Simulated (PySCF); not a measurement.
# Run report: C$_{4}$H$_{7}$NSi, geometry relaxation

- system: C$_{4}$H$_{7}$NSi, SMILES N#CC1([SiH3])CC1
- method: PBE0-D3(BJ)/def2-SVP geometry optimisation, gas phase (PySCF 2.14.0)

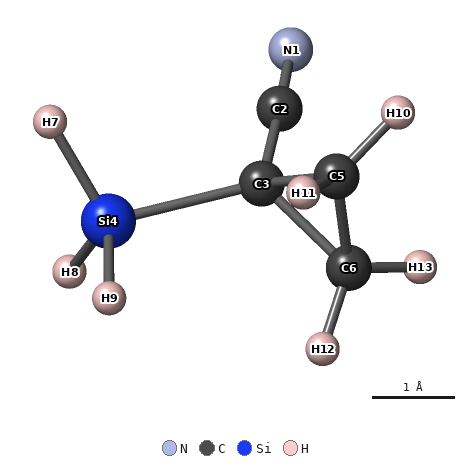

The starting structure (ball-and-stick view, seen at a tilt; atoms are numbered from 1 in the order of the input). Bond lengths as drawn: C–C 1.42 to 1.50 Å, C–H 1.06 to 1.09 Å, C–N 1.13 Å, C–Si 1.95 Å and H–Si 1.45 Å.

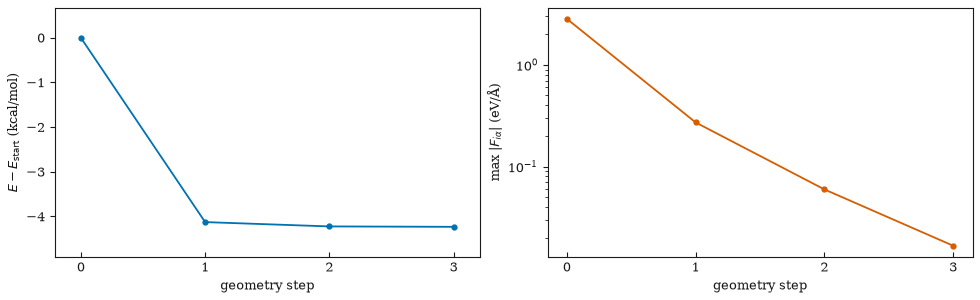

Progress of the relaxation, step by step (steps are counted from 0).

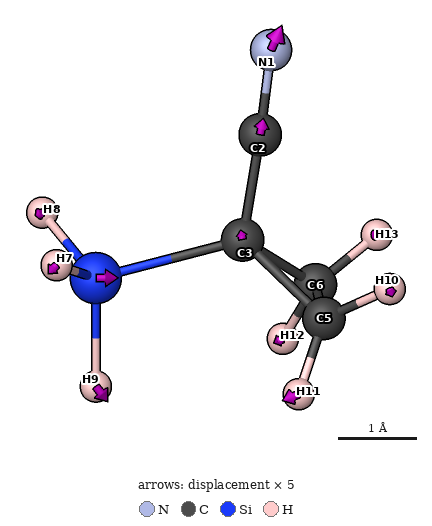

The starting structure with the displacements as pink arrows, magnified 5 times (ball-and-stick view, seen at a tilt). The two geometries are laid on each other by the best rigid fit. N1 moves most after the best rigid fit: 0.075 Å. By element the largest moves are N 0.075 Å, Si 0.061 Å, H 0.054 Å, C 0.046 Å. Among the contacts that change: C3–Si4 1.946 → 1.890 Å, Si4–H7 1.448 → 1.491 Å, C5–H11 1.060 → 1.093 Å, N1–C2 1.133 → 1.160 Å. Among the angles that change: H7–Si4–H8 112.8° → 109.9°, C3–Si4–H7 107.8° → 110.3°, C3–Si4–H9 103.9° → 106.3°. After 3 geometry steps the energy has fallen by 4.23 kcal/mol. Largest force component: 2.8 eV/Å at the start, 0.017 eV/Å at the end. (Atoms are counted from 1 in the order of the input.)

The input and output of the run follow.

Input:
```
{"job": {"xc": "PBE0", "basis": "def2-SVP", "d3": "d3bj", "grid": 1, "shake": 0.01, "kind": "geom"}, "charge": 0, "multiplicity": 1}
N     -0.132030     2.243350     1.796280
C     -0.124710     1.362520     1.082930
C     -0.063710     0.256630     0.199870
Si     1.741450    -0.135330    -0.412750
C     -1.236960     0.037600    -0.711770
C     -1.033730    -0.856930     0.457570
H      2.223110     1.021100    -1.139350
H      2.556740    -0.451750     0.742770
H      1.574410    -1.290600    -1.276280
H     -2.041570     0.761930    -0.646720
H     -1.048520    -0.335910    -1.685570
H     -0.687370    -1.870760     0.283840
H     -1.721300    -0.758740     1.298860
```

The first line tells a small driver script what to run in PySCF; the rest is the geometry in Å.

Launched with:
```bash
OMP_NUM_THREADS=1 python <driver script> task.json out
```

Output:
```
step   0  E = -500.21303422  max force = 0.055224
step   1  E = -500.21960911  max force = 0.005280
step   2  E = -500.21976339  max force = 0.001158
step   3  E = -500.21977788  max force = 0.000323
optimisation converged
```

Trajectory as extended XYZ (Å, eV, eV/Å), 4 frames, from step=0 to step=3:
```
13
Properties=species:S:1:pos:R:3:forces:R:3 step=0 energy=-13611.48997
N    -0.1320    2.2433    1.7963   -0.0395   2.8397   2.2842
C    -0.1247    1.3625    1.0829    0.0818  -2.0788  -1.7382
C    -0.0637    0.2566    0.1999    1.2967  -0.2120  -0.3461
Si    1.7414   -0.1353   -0.4128   -1.7581   0.2585   0.5375
C    -1.2370    0.0376   -0.7118   -0.3898   0.1792   0.8706
C    -1.0337   -0.8569    0.4576   -0.3737  -0.3079  -0.0408
H     2.2231    1.0211   -1.1394    0.3962   0.6135  -0.4239
H     2.5567   -0.4517    0.7428    0.5486  -0.1562   0.5909
H     1.5744   -1.2906   -1.2763    0.0545  -0.6548  -0.5390
H    -2.0416    0.7619   -0.6467   -0.2097   0.2063  -0.0406
H    -1.0485   -0.3359   -1.6856    0.2602  -0.4514  -1.1907
H    -0.6874   -1.8708    0.2838    0.0962  -0.2886  -0.0635
H    -1.7213   -0.7587    1.2989    0.0366   0.0525   0.0995
13
Properties=species:S:1:pos:R:3:forces:R:3 step=1 energy=-13611.66888
N     0.0031    1.8816    1.8989   -0.0090  -0.1620  -0.1670
C    -0.0124    0.9852    1.1600    0.0378   0.1802   0.1976
C     0.0127   -0.1312    0.2587    0.1018  -0.1086  -0.1671
Si    1.7174   -0.5637   -0.4532   -0.0172   0.1149   0.1744
C    -1.2055   -0.3598   -0.6220   -0.0001  -0.0825  -0.2715
C    -0.9640   -1.2680    0.5246    0.0149  -0.0361   0.0254
H     2.2571    0.5923   -1.2286   -0.0127  -0.0370   0.0034
H     2.6412   -0.8975    0.6716    0.0133  -0.0141  -0.0610
H     1.5481   -1.7493   -1.3493   -0.0471   0.0340   0.0306
H    -2.0166    0.3676   -0.5507   -0.0158   0.0259   0.0155
H    -1.0184   -0.7355   -1.6383   -0.0460   0.0871   0.1730
H    -0.6103   -2.2845    0.3315    0.0022  -0.0082  -0.0039
H    -1.6025   -1.1700    1.4040   -0.0223   0.0064   0.0505
13
Properties=species:S:1:pos:R:3:forces:R:3 step=2 energy=-13611.67308
N     0.0034    1.8816    1.8920    0.0010  -0.0134  -0.0322
C    -0.0107    0.9832    1.1581   -0.0062   0.0291   0.0569
C     0.0146   -0.1337    0.2563   -0.0068  -0.0427  -0.0595
Si    1.7173   -0.5583   -0.4438    0.0244   0.0366   0.0510
C    -1.2052   -0.3612   -0.6255   -0.0068  -0.0220  -0.0333
C    -0.9620   -1.2713    0.5221   -0.0157   0.0119   0.0219
H     2.2556    0.5923   -1.2248    0.0017  -0.0039  -0.0053
H     2.6519   -0.9009    0.6668    0.0068  -0.0071  -0.0156
H     1.5290   -1.7402   -1.3375   -0.0092  -0.0074  -0.0076
H    -2.0155    0.3679   -0.5505    0.0082   0.0052   0.0181
H    -1.0211   -0.7311   -1.6388   -0.0039   0.0108   0.0153
H    -0.6083   -2.2881    0.3284    0.0020   0.0032  -0.0080
H    -1.5993   -1.1731    1.4043    0.0045  -0.0002  -0.0017
13
Properties=species:S:1:pos:R:3:forces:R:3 step=3 energy=-13611.67347
N     0.0014    1.8831    1.8885    0.0019   0.0151   0.0016
C    -0.0120    0.9822    1.1582   -0.0090  -0.0137   0.0047
C     0.0143   -0.1354    0.2558    0.0062  -0.0133  -0.0166
Si    1.7193   -0.5565   -0.4413    0.0024   0.0071   0.0072
C    -1.2063   -0.3618   -0.6252   -0.0034  -0.0026   0.0056
C    -0.9626   -1.2727    0.5217   -0.0087   0.0116   0.0116
H     2.2575    0.5932   -1.2235   -0.0004   0.0016  -0.0011
H     2.6585   -0.9035    0.6636   -0.0008  -0.0024  -0.0002
H     1.5266   -1.7372   -1.3367    0.0011  -0.0025  -0.0046
H    -2.0148    0.3690   -0.5463    0.0050   0.0028   0.0092
H    -1.0241   -0.7291   -1.6388    0.0011  -0.0038  -0.0097
H    -0.6095   -2.2893    0.3264    0.0027   0.0027  -0.0059
H    -1.5985   -1.1746    1.4048    0.0019  -0.0027  -0.0019
```

Summary:

| quantity | value |
| --- | --- |
| outcome | converged |
| total energy | −500.219778 hartree |
| dipole moment | 4.02 D |
| point group | Cs |
| hardware | 1 CPU thread, shared host |
| wall time | 40 s |
| peak memory | 0.49 GiB |
